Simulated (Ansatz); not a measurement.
# Li_i (6-fold void) in CsLi2Br3 (Immm): charge-transition levels and formation energies

Charge states of Li_i (6-fold void) in CsLi2Br3 (Immm), set against the band edges. Model: a cell of 72 host atoms with 1 Li put in.

Method: place-levels on PBEsol runs: charge-transition levels and formation energies with image-charge correction and potential alignment at the atomic sites, in Ansatz 0.2.0.

**1. The starting structure**

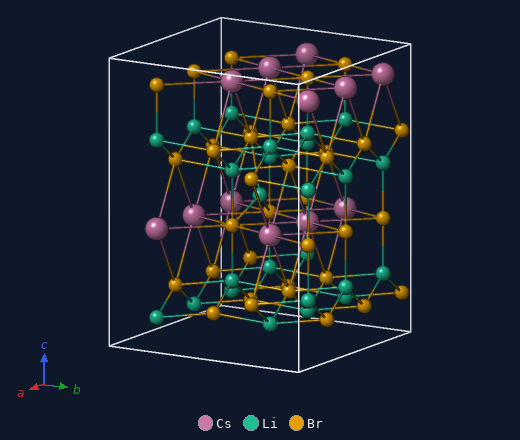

The cell as given, slightly off an axis (caesium pink, lithium teal, bromine orange).

The cell holds 73 atoms: 12 Cs, 25 Li and 36 Br. Its edges and angles: a = 13.853 Å, b = 11.980 Å, c = 13.179 Å, α = 90.0°, β = 90.0°, γ = 67.3°. It derives from CsLi2Br3 (space group Immm). Nearest the centre at fractional (0.653, 0.040, 0.584): Li73 at 0.00 Å, Cs28 at 2.57 Å, Br47 at 2.60 Å, Br71 at 2.60 Å, Br61 at 2.65 Å, Li35 at 2.75 Å, Li59 at 2.75 Å, Cs50 at 3.39 Å.

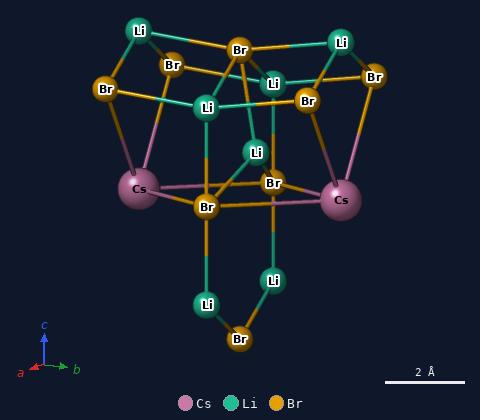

The atoms within 5 Å of the centre.

Screening for the image-charge correction: ε∞ = (3.11, 3.22, 3.04), ε0 = (6.58, 24.18, 6.70), from a response run on this crystal (DFPT, PBEsol) at that run's own cell.

The cell's shortest repeat is 12.0 Å.

**2. Charge states**

Levels follow from differences of total energies between charge states, each relaxed by itself.

Each atom starts 0.05 Å or so off its site in a random direction. Forces are taken at one point at (¼, ¼, ¼). The cell holds 1 electron more than the neutral one, with a uniform background that keeps it neutral on the whole.

The sampling was tested on the host first: at the k-points planned (1x1x1 shifted 0.25 0.25 0.25) its energy lies 0.002 eV an atom from the dense-mesh value, under the bound of 0.02 eV set for this test; that bounds the host's error, not the defect's.

One of the inputs; charge, spin and start change from state to state.

File qm1.relax/input.yaml:

```yaml
crystal:
  lattice:
    - [13.85313979, 0.0, 0.0]
    - [4.61771326, 11.05374873, 0.0]
    - [0.0, 0.0, 13.17917308]
  atoms:
    - { symbol: Cs, position: [0.0, 0.5, 0.0] }
    - { symbol: Cs, position: [0.08333333, 0.75, 0.5] }
[... 1 atom line left out ...]
    - { symbol: Cs, position: [0.25, 0.25, 0.5] }
[... 23 atom lines left out ...]
    - { symbol: Cs, position: [0.58333333, 0.25, 0.5] }
[... 2 atom lines left out ...]
    - { symbol: Li, position: [0.5, 0.0, 0.30795831] }
    - { symbol: Li, position: [0.58333333, 0.25, 0.80795831] }
[... 2 atom lines left out ...]
    - { symbol: Li, position: [0.5, 0.0, 0.69204169] }
[... 2 atom lines left out ...]
    - { symbol: Br, position: [0.41666667, 0.25, 0.28187158] }
[... 3 atom lines left out ...]
    - { symbol: Br, position: [0.41666667, 0.25, 0.71812842] }
[... 1 atom line left out ...]
    - { symbol: Br, position: [0.58333333, 0.75, 0.71812842] }
[... 2 atom lines left out ...]
    - { symbol: Br, position: [0.5, 0.0, 0.5] }
[... 2 atom lines left out ...]
    - { symbol: Cs, position: [0.75, 0.75, 0.5] }
[... 3 atom lines left out ...]
    - { symbol: Li, position: [0.75, 0.75, 0.80795831] }
    - { symbol: Li, position: [0.83333333, 0.0, 0.30795831] }
[... 3 atom lines left out ...]
    - { symbol: Li, position: [0.83333333, 0.0, 0.69204169] }
[... 1 atom line left out ...]
    - { symbol: Br, position: [0.66666667, 0.0, 0.78187158] }
    - { symbol: Br, position: [0.75, 0.25, 0.28187158] }
[... 2 atom lines left out ...]
    - { symbol: Br, position: [0.66666667, 0.0, 0.21812842] }
    - { symbol: Br, position: [0.75, 0.25, 0.71812842] }
[... 1 atom line left out ...]
    - { symbol: Br, position: [0.91666667, 0.75, 0.71812842] }
[... 2 atom lines left out ...]
    - { symbol: Br, position: [0.83333333, 0.0, 0.5] }
[... 1 atom line left out ...]
    - { symbol: Li, position: [0.653446, 0.039661, 0.583861] }
  host:
    repeats: [3, 1, 1]
    atoms:
      - { symbol: Cs, position: [0.0, 0.5, 0.0] }
      - { symbol: Cs, position: [0.25, 0.75, 0.5] }
      # ... 22 more atoms of the perfect host
total_charge: -1
basis:
  ecutwfc: 420
  xc_grid: 2
hamiltonian:
  xc: pbesol
kpoints:
  mp_grid: { grid: [1, 1, 1], shift: [0.25, 0.25, 0.25] }
scf:
  occupations: { method: fixed }
  max_iter: 60
output:
  forces: true
  charged_corrections:
    epsilon: [3.11, 3.22, 3.04]
    static_epsilon: [6.58, 24.18, 6.7]
    defect_position: [0.653446, 0.039661, 0.583861]
relax:
  f_tol: 0.02
  max_steps: 80
  random_displacement: { amplitude: 0.05, seed: 3106 }
checkpoint:
  write: "../qm1.relax.run"
  compress: false
  write_wavefunctions: true
  write_every: 100000
```

Command:

```bash
$ ansatz run input.yaml --threads 8 --pin off --max-ram 14131MiB --backend cpu --events-out ev --progress --plain --runs-dir out
```

Defect states can disperse in a cell of this size, so the energy is taken again at a 2×2×2 shifted mesh, on the relaxed structure.

The run of this state that the levels use, under PBEsol:

File qm1.point/input.yaml:

```yaml
crystal:
  checkpoint: "../qm1.relax.run"
  host: checkpoint
total_charge: -1
basis:
  ecutwfc: 420
  xc_grid: 2
hamiltonian:
  xc: pbesol
kpoints:
  mp_grid: { grid: [2, 2, 2], shift: [0.5, 0.5, 0.5] }
scf:
  occupations: { method: fermi_dirac, width: 0.01 }
  max_iter: 60
output:
  forces: true
  eigenvalues: true
  charged_corrections:
    epsilon: [3.11, 3.22, 3.04]
    static_epsilon: [6.58, 24.18, 6.7]
    defect_position: [0.653446, 0.039661, 0.583861]
  eigenstates: { localisation: true }
  populations: true
  band_densities: [{ bands: [v1, v1] }, { bands: [c1, c1] }]
  write_density: true
  write_potential: true
  volumetric_format: npy
checkpoint:
  read: "../qm1.relax.run"
  write: "../qm1.point.run"
  compress: false
  write_wavefunctions: false
  write_every: 100000
```

Relaxations under PBEsol at one point at (¼, ¼, ¼); times on 8 threads of Arm Neoverse V1, shared host:

```csv
charge,moment (μB),occupations,outcome,steps,largest displacement against the far atoms (Å),time
−1,0,fixed,converged,6,0.54,1.8 min
0,1,fixed,converged,8,0.58,4.7 min
+1,0,fixed,converged,7,0.45,1.9 min
−1,2,fixed,converged,15,0.70,8.5 min
```

Single points under PBEsol at a 2×2×2 shifted mesh; times on 8 threads of Arm Neoverse V1, shared host:

```csv
charge,moment (μB),occupations,outcome,time
−1,0,fermi-dirac,converged,2.4 min
0,1,fermi-dirac,converged,5.3 min
+1,0,fermi-dirac,converged,2.3 min
−1,2,fermi-dirac,converged,4.4 min
```

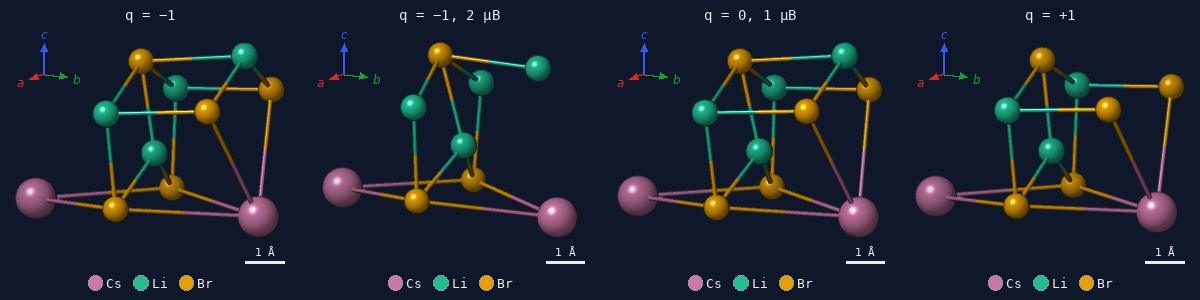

The structures near the centre after relaxation with PBEsol, by charge.

Distances (Å) from Li73 to the nearest atoms after relaxation with PBEsol:

```csv
charge,moment (μB),1.,2.,3.,4.,5.,6.
−1,0,Br 2.45,Br 2.46,Br 2.47,Li 2.89,Li 2.91,Cs 3.29
−1,2,Br 2.50,Br 2.51,Br 2.52,Li 2.88,Li 2.88,Li 3.07
0,1,Br 2.44,Br 2.46,Br 2.47,Li 2.88,Li 2.91,Cs 3.24
+1,0,Br 2.41,Br 2.41,Br 2.41,Li 2.87,Li 2.88,Cs 3.30
```

**3. Levels against the band edges, PBEsol**

A charged cell interacts with its images and the background, and its potential has another zero than the host's. place-levels removes the first by a point-charge model, screened by the static dielectric constant since the ions have relaxed around the charge, and the second by comparing potentials at atoms far from the defect.

The host is a run of the defect-free crystal in the same cutoffs, grids and k-points, so that basis and sampling errors cancel in part in the differences. Its band edges come from a run of the primitive cell that searches the zone for them. The host is run in a cell of 24 atoms on a matching mesh. Chemical potentials are energies per atom of Li (bcc), run with the same functional and cutoff.

File levels.point.yaml:

```yaml
host:
  run: host.point.run
  levels_from: { run: edges.point.run }
states: [qm1.point.run, q0_M1.point.run, qp1.point.run, qm1_M2.point.run]
geometry_from:
  qm1.point.run: qm1.relax.run
  q0_M1.point.run: q0_M1.relax.run
  qp1.point.run: qp1.relax.run
  qm1_M2.point.run: qm1_M2.relax.run
  host.point.run: host.relax.run
chemical_potentials:
  Li:
    energy: -202.99658
    dataset: "<sha256 of the dataset>"
epsilon: [3.11, 3.22, 3.04]
static_epsilon: [6.58, 24.18, 6.7]
vertical:
  - { from: qm1.point.run, to: qm1.point_neutral.run }
  - { from: qp1.point.run, to: qp1.point_neutral.run }
  - { from: qm1_M2.point.run, to: qm1_M2.point_neutral.run }
```

Command:

```bash
$ ansatz place-levels levels.point.yaml -- --threads 8 --pin off --max-ram 14131MiB
```

Numbers of over 12 decimals in the logs are rounded to 6 here.

Log:

```text
[... repeated set-up lines and file paths are left out, and long positions are rounded to six places ...]
(+1/0) 4.359 eV above the valence edge (+4.495 eV without the band-filling correction), in the conduction band; not on the lower envelope
(0/-1) 4.349 eV above the valence edge (+4.719 eV without the band-filling correction), in the conduction band; not on the lower envelope
(+1/-1) 4.354 eV above the valence edge (+4.607 eV without the band-filling correction), in the conduction band: charges between them are lowest nowhere
formation energy of charge +1: -2.702 eV with the Fermi level at the valence edge
formation energy of charge 0: +1.656 eV with the Fermi level at the valence edge
formation energy of charge -1: +6.005 eV with the Fermi level at the valence edge
vertical -1 to 0: no energy, since no alignment is typed
  the change from vertical[0].from (qm1.point.run) to vertical[0].to (qm1.point_neutral.run): by its potential at epsilon [3.11, 3.22, 3.04] it stands at 0.660 0.909 0.552, with an rms radius of about 7.8 Å (4.9 4.1 4.4 Å across the planes of the cell's [...]
vertical +1 to 0: no energy, since no alignment is typed
  the change from vertical[1].from (qp1.point.run) to vertical[1].to (qp1.point_neutral.run): by its potential at epsilon [3.11, 3.22, 3.04] it stands at 0.634 0.092 0.568, with an rms radius of about 6.6 Å (4.1 3.8 3.5 Å across the planes of the cell's [...]
vertical -1 to 0: no energy, since no alignment is typed
  the change from vertical[2].from (qm1_M2.point.run) to vertical[2].to (qm1_M2.point_neutral.run): by its potential at epsilon [3.11, 3.22, 3.04] it stands at 0.658 0.987 0.512, with an rms radius of about 6.8 Å (4.3 3.6 3.9 Å across the planes of the cell's [...]
  edges by pbesol of host.levels_from (edges.point.run), its mesh sampled to repeats of 36.94 Å (the valence edge +0.099 eV and the conduction edge -0.350 eV from those of the host's own run), gap 4.314 eV; the host is sampled to repeats of 28.81 Å
  the defect's cells are sampled to repeats of 28.81 Å, like sampling
  charge +1: -170740.1731 eV with its correction of +0.195 eV, at epsilon [6.58, 24.18, 6.7], aligned at sites: +0.0513 eV, mean over 35 atomic sites at or beyond 5.99 Å from the defect at [0.6534, 0.0397, 0.5839], with +0.000000 for the charge's moments and [...]
  charge 0: +0.000 eV for its dipole among its images, -0.000 omitted
  charge -1: -170726.4139 eV with its correction of +0.011 eV, at epsilon [6.58, 24.18, 6.7], aligned at sites: +0.1325 eV, mean over 35 atomic sites at or beyond 5.99 Å from the defect at [0.6534, 0.0397, 0.5839], with +0.000819 for the charge's moments and [...]
  charge -1: states[3] (qm1_M2.point.run) stands 0.181 eV higher, with a moment of 2.00 μB against 0.00
  of states[2] (qp1.point.run): it parts from the run at its places by a charge that spreads by about 3.8 Å along one vector (1.9 Å or more is wide), by its potential at epsilon [3.11, 3.22, 3.04], taken for that of held ions (one typed too small widens it), [...]
  of states[1] (q0_M1.point.run): a band-filling correction moves a carrier to the host's band edge, which changes its energy by -0.136 eV; its displacements don't fall off away from the defect: farther atoms stand 0.056 Å off the host's places. [...]
  of states[0] (qm1.point.run): it parts from the run at its places by a charge that spreads by about 4.9 Å along one vector (2.2 Å or more is wide), by its potential at epsilon [3.11, 3.22, 3.04], taken for that of held ions (one typed too small widens it), [...]
  of states[3] (qm1_M2.point.run): it parts from the run at its places by a charge that spreads by about 4.3 Å along one vector (2.2 Å or more is wide), by its potential at epsilon [3.11, 3.22, 3.04], taken for that of held ions (one typed too small widens [...]
  of vertical[0].from (qm1.point.run): its displacements don't fall off away from the defect: farther atoms stand 0.058 Å off the host's places. [...]
  of vertical[0].to (qm1.point_neutral.run): its displacements don't fall off away from the defect: farther atoms stand 0.058 Å off the host's places. [...]
  of vertical[1].from (qp1.point.run): its displacements don't fall off away from the defect: farther atoms stand 0.056 Å off the host's places. [...]
  of vertical[1].to (qp1.point_neutral.run): its displacements don't fall off away from the defect: farther atoms stand 0.056 Å off the host's places. [...]
  of vertical[2].from (qm1_M2.point.run): its displacements don't fall off away from the defect: farther atoms stand 0.112 Å off the host's places. [...]
  of vertical[2].to (qm1_M2.point_neutral.run): its displacements don't fall off away from the defect: farther atoms stand 0.112 Å off the host's places. [...]
```

The job ended after 0.55 s (8 threads of Arm Neoverse V1, shared host).

Levels between the charges placed, in eV above the valence top:

```csv
,gap (eV),(+1/0),(0/−1)
PBEsol,4.31,4.36,4.35
```

Corrections by state:

```csv
charge,moment (μB),image terms and alignment (eV),band filling (eV),ε used,"over the lowest of its charge, as the program ranks them, band filling apart (eV)"
+1,0.0,0.195,-,"principal values (6.58, 6.70, 24.18)",0.000
0,1.0,0.000,-0.136,-,0.000
−1,0.0,0.011,-0.507,"principal values (6.58, 6.70, 24.18)",0.000
−1,2.0,0.041,-,"principal values (6.58, 6.70, 24.18)",0.181
```

The charged structures listed were also run neutral, and place-levels reads from each pair, by the potential or the spins, how wide the charge is by which they differ; that can be the carrier of either run.

```csv
charge,rms radius (Å),spread where it is widest against the cell (Å),wide from (Å),reading
+1,6.6,3.80,1.91,wide
−1,7.8,4.91,2.21,wide
```

The neutral runs of these pairs need not share the spin of the lowest neutral state, and very wide values only mean spread over the cell.

From the program's caveats on the states, each cut to its opening words:

- charge +1: it parts from the run at its places by a charge that spreads by about 3.8 Å along one vector (1.9 Å or more is wide), by its potential at epsilon [3.11, 3.22, [...]
- charge +1, 0 (1 μB): its displacements don't fall off away from the defect: farther atoms stand 0.056 Å off the host's places
- charge 0 (1 μB): a band-filling correction moves a carrier to the host's band edge, which changes its energy by -0.136 eV
- charge 0 (1 μB): its moments are held at its close (magnetization.spin_locking), by a field of 0.035 eV a Bohr magneton, and its energy and levels are of the state that this [...]
- charge −1: it parts from the run at its places by a charge that spreads by about 4.9 Å along one vector (2.2 Å or more is wide), by its potential at epsilon [3.11, 3.22, [...]
- charge −1: a band-filling correction moves a carrier to the host's band edge, which changes its energy by -0.507 eV
- charge −1: its displacements don't fall off away from the defect: farther atoms stand 0.058 Å off the host's places
- charge −1 (2 μB): it parts from the run at its places by a charge that spreads by about 4.3 Å along one vector (2.2 Å or more is wide), by its potential at epsilon [3.11, 3.22, [...]
- charge −1 (2 μB): its displacements don't fall off away from the defect: farther atoms stand 0.112 Å off the host's places
- charge −1 (2 μB): its moments are held at its close (magnetization.spin_locking), by a field of 0.100 eV a Bohr magneton, and its energy and levels are of the state that this [...]

Chemical potentials of the elements' reference phases, run alike. Formation energy by charge state (elemental references; gap 4.31 eV):

```csv
charge,at valence top (eV),at conduction bottom (eV),correction included (eV)
+1,-2.70,1.61,0.20
0,1.66,1.66,-0.14
−1,6.01,1.69,-0.50
```

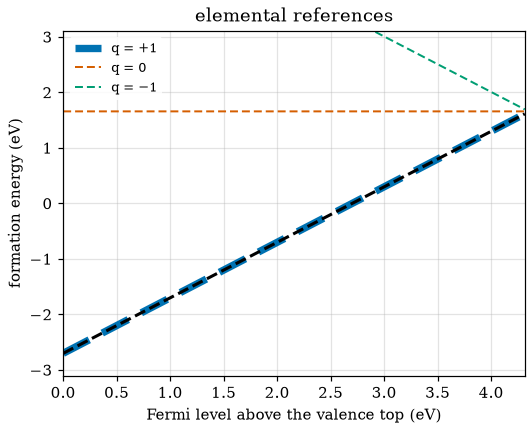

Formation energy against Fermi level; the thick line follows the lowest charge state.

**4. Effect of the sampling**

The relaxations' own energies give the levels at their sampling, for comparison.

File levels.relax_mesh.yaml:

```yaml
host:
  run: host.relax.run
  levels_from: { run: edges.relax.run }
states: [qm1.relax.run, q0_M1.relax.run, qp1.relax.run, qm1_M2.relax.run]
chemical_potentials:
  Li:
    energy: -202.99658
    dataset: "<sha256 of the dataset>"
```

Command:

```bash
$ ansatz place-levels levels.relax_mesh.yaml -- --threads 8 --pin off --max-ram 14131MiB
```

Log:

```text
[...]
formation energy of charge +1: -2.708 eV with the Fermi level at the valence edge
formation energy of charge 0: +1.655 eV with the Fermi level at the valence edge
formation energy of charge -1: +6.008 eV with the Fermi level at the valence edge
  edges by pbesol of host.levels_from (edges.relax.run), its mesh sampled to repeats of 36.94 Å (the valence edge +0.098 eV and the conduction edge -0.350 eV from those of the host's own run), gap 4.314 eV; the host is sampled to repeats of 14.40 Å
[... the lines on each state left out ...]
```

Elapsed: 0.18 s, on 8 threads.

Levels between neighbouring charges, in eV above the valence top:

```csv
,gap (eV),(+1/0),(0/−1)
"one point at (¼, ¼, ¼)",4.31,4.36,4.35
a 2×2×2 shifted mesh,4.31,4.36,4.35
```

Going from one point at (¼, ¼, ¼) to a 2×2×2 shifted mesh moves formation energies against the elements by up to 0.01 eV; band-filling terms, which differ between samplings, are in these energies.

**5. Another choice**

The levels are placed again with one choice changed, to see how much they rest on it.

levels.try0.yaml is levels.point.yaml with these lines changed:

```diff
-static_epsilon: [6.58, 24.18, 6.7]
+static_epsilon: [3.11, 3.22, 3.04]
```

Command:

```bash
$ ansatz place-levels levels.try0.yaml -- --threads 8 --pin off --max-ram 14131MiB
```

Log:

```text
(+1/0) 4.249 eV above the valence edge, 0.064 eV under the conduction edge
[...]
formation energy of charge +1: -2.457 eV with the Fermi level at the valence edge
formation energy of charge 0: +1.793 eV with the Fermi level at the valence edge
formation energy of charge -1: +6.155 eV with the Fermi level at the valence edge
vertical -1 to 0: no energy, since no alignment is typed
vertical +1 to 0: no energy, since no alignment is typed
vertical -1 to 0: no energy, since no alignment is typed
[...]
[... the lines on each state left out ...]
```

The change: the electronic dielectric constant for relaxed ions.

Levels in eV above the valence top; the changed ones are not the defect's:

```csv
,gap (eV),(+1/0),(0/−1)
changed,4.31,4.25,4.36
as set up,4.31,4.36,4.35
```

The largest shift is 0.11 eV, band-filling terms included.

**6. What came out**

| Property | Result |
| --- | --- |
| gap of the host | 4.31 eV (PBEsol) |
| level (plus 1/0) | 4.36 eV above the valence top, past the conduction bottom, not a change between lowest states (4.50 eV above the valence top without the band-filling term) |
| level (0/minus 1) | 4.35 eV above the valence top, past the conduction bottom, not a change between lowest states (4.72 eV above the valence top without the band-filling term) |
| lowest of the charges placed, just above the valence top (0.02 eV) | +1 |
| lowest of the charges placed, just below the conduction bottom (0.02 eV) | +1 |
| lowest formation energy at mid-gap of the charges run, elemental references | -0.55 eV |

What this shows: Of the charges placed (−1, 0 and +1), +1 is the lowest from 0.02 eV above the valence top to 0.02 eV below the conduction bottom, a gap of 4.31 eV. Charges above +1 were not placed, so these runs say nothing of levels that involve them. States placed: +1 at 0 μB; 0 at 1 μB; −1 at 0 μB and 2 μB. Other spin states or structures, where not listed, weren't placed. The program finds carriers beyond a band edge of the host and adds a band-filling term at charge −1 (-0.51 eV) and 0 (-0.14 eV); steps to such a charge show no bound level, and a defect level inside a band would be read the same way. Going from one point at (¼, ¼, ¼) to a 2×2×2 shifted mesh moves formation energies against the elements by up to 0.01 eV; band-filling terms, which differ between samplings, are in these energies. Levels were also placed, and are left out here, under r2SCAN at 1x1x1 shifted 0.25 0.25 0.25, since far atoms of a state that is lowest there stand 0.11 Å off the host's places, over the bound of 0.1 Å used here. What this leaves open: PBEsol makes the gap too small and tends to spread out bound carriers; spin–orbit coupling, which can matter with heavy atoms, is left out.

[Logs are printed without paths, hosts, clocks, repeated set-up lines and the standing remarks that a program may print on its own settings, such as how far it seeks lower states.]

[Hosts, paths, dates, database ids (printed as entryN), source tags and the programs' standing remarks are cut or masked in the printed files.]

[Where a table of states has a column of steps, it counts the stored structures, which are thinned; the runs took as many ionic steps or more.]

[A defect's name tells the site on which it was built; relaxed atoms can leave that site.]

[For some hosts the program warned that the k-mesh of the response run may be too coarse for force constants and the static dielectric constant; such warnings are not shown here.]
